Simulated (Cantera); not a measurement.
Feed: 1 mol K₂SO₄, 1.1 mol CO₂, 0.12 mol H₂O, held at 1325 °C.

Method: chemical equilibrium by Gibbs-energy minimisation in Cantera with the NASA 1993 tables (ideal gas, pure condensed phases). Candidate condensed phases: C, C₆H₆, C₇H₈, C₈H₁₈, H₂O, H₂SO₄, K, KOH, KO₂, K₂CO₃, K₂O, K₂O₂, K₂S, K₂SO₄, S; 130 gas species. Rates play no part.

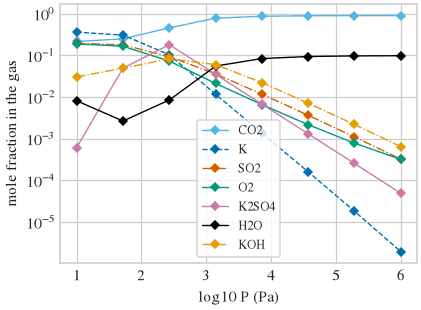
Equilibrium gas composition (values under 1e-9 drawn at 1e-9)

Question: Read off the mole fractions at 54.0 Torr.

Answer: CO₂ about 0.87, H₂O about 0.084, KOH about 0.022, SO₂ about 0.012, K₂SO₄ about 0.0068, O₂ about 0.0066, K about 0.0014.
